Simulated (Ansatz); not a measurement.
C$_{3}$H$_{2}$Si (SMILES C=C=C=[Si])

Input file:

```
basis:
  gaussian:
    orbitals: def2-TZVPD
crystal:
  periodic: [false, false, false]
  atoms:
    - {symbol: C, position_ang: [-0.522456, 2.283517, -2.030908]}
    - {symbol: C, position_ang: [-0.926242, 2.379666, -0.779944]}
    - {symbol: C, position_ang: [-1.320903, 2.473653, 0.442792]}
    - {symbol: Si, position_ang: [-1.841392, 2.597870, 2.055698]}
    - {symbol: H, position_ang: [0.194886, 1.513795, -2.330342]}
    - {symbol: H, position_ang: [-0.896607, 2.971535, -2.794683]}
hamiltonian:
  xc: {name: PBE0}
output:
  forces: true
  orbitals: {seedname: orbitals}
```

Launched as:

```sh
ansatz run input.yaml --threads 2 --pin off --max-ram 4350MiB --events-out events.jsonl --progress --plain --runs-dir runs
```

Geometry: PBE0-D3(BJ)/def2-SVP.

All numbers below come from isolated molecule in a Gaussian basis; Kohn-Sham density functional theory, functional PBE0 (Ansatz 0.2.0).

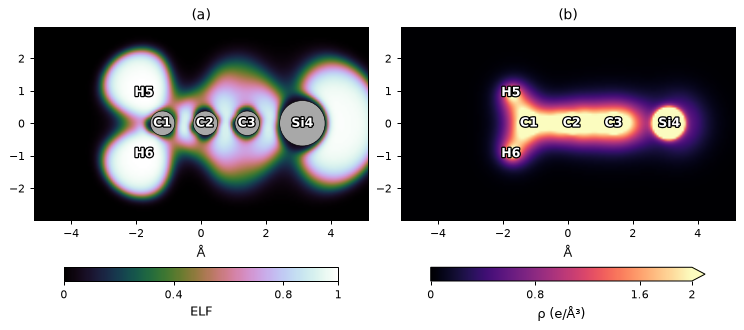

Figure 1. (a) ELF; (b) total electron density on the molecular plane. Grey discs cover the atomic cores in the ELF map.

Q: What does the map show?

A: The section cuts through C, Si and H sites.
C–C (1.29 Å): ρ is about 2.5 e/Å³ halfway; the ELF peaks at about 0.90 between the atoms: a multiple bond.
C–Si (1.70 Å): ρ at the midpoint is about 1.1 e/Å³; the ELF peaks at about 0.90 between the atoms (localised, covalent bonding).
C–H (1.09 Å): ρ at the midpoint is about 2 e/Å³; the ELF climbs to about 1 towards the hydrogen, as it does in any bond to H: an ordinary covalent bond to hydrogen.
The ELF also peaks beside Si4, away from the bonds: lone-pair regions.

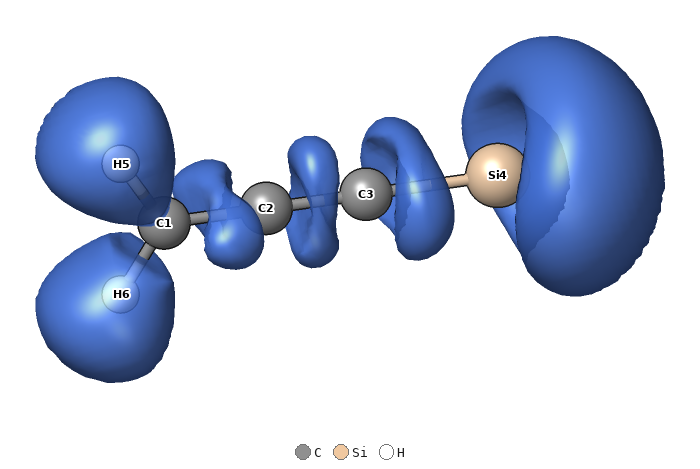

Figure 2. Isosurface of the electron localisation function at 0.8 (blue), seen at a tilt. Core shells and regions of very low density are left out.

Q: Identify the bonds, lone pairs and shells in this picture.

A: The surface consists of two regions between bonded C–C atoms (shared pairs), one region between bonded C–Si atoms (shared pairs), two regions around hydrogen nuclei and one lobe on Si, pointing away from the bonds (lone pairs).

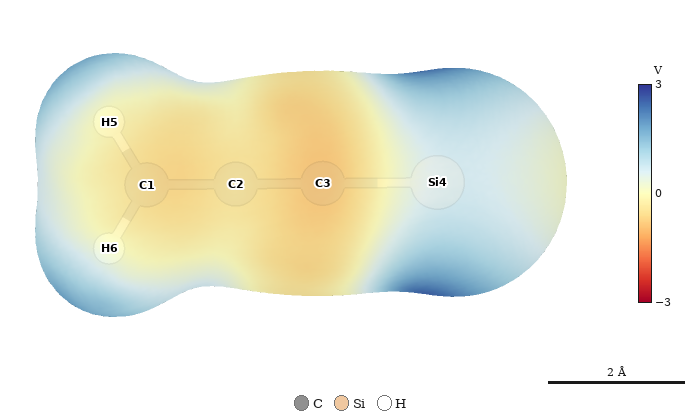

Figure 3. The molecular electrostatic potential painted on the density surface at 0.004 e/bohr³, seen at a tilt; red is negative and blue positive.

Q: Which sites attract a positive test charge, and which a negative one?

A: A positive charge is drawn to the negative regions and a negative charge to the positive ones. The most negative region (about −0.9 V) lies over C3, the most positive (about +2.5 V) over Si4.
